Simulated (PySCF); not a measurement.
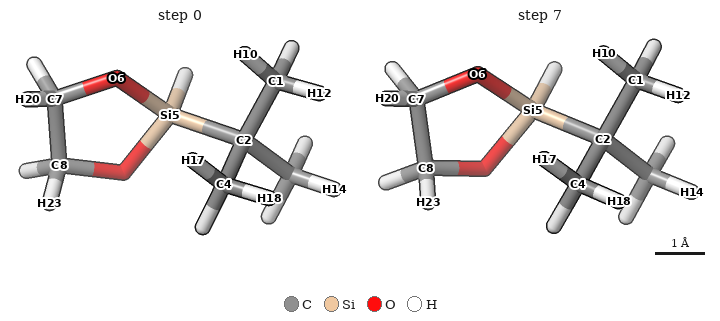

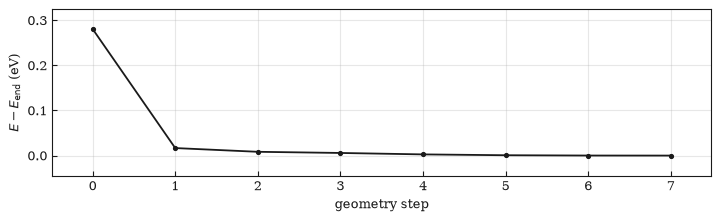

First and last geometry of a relaxation of C6H14O2Si, with the history of the run. Style: stick. Shown at a tilt.

The start comes from GFN2-xTB. Its atoms were then displaced at random by about 0.01 Å.

All numbers below come from PySCF, PBE0-D3(BJ)/def2-SVP geometry optimisation, gas phase. 

What do the curves and the structures tell?

It converged. Over 7 geometry steps the energy falls by 0.281 eV. An H atom moves most after the best rigid fit: 0.45 Å. By element the largest moves are H 0.45 Å, C 0.19 Å, O 0.14 Å, Si 0.13 Å. Among the contacts that change: O–Si 1.633 → 1.682 Å, C–H 1.062 → 1.102 Å, C–C 1.497 → 1.531 Å, C–H 1.126 → 1.104 Å. Among the angles between lasting bonds that change: H–C–H 111.5° → 108.0°, O–Si–H 106.7° → 110.0°, O–Si–H 110.2° → 113.3°. Cost: 3.1 min on 1 thread of Arm Neoverse V1, with other jobs on the host.
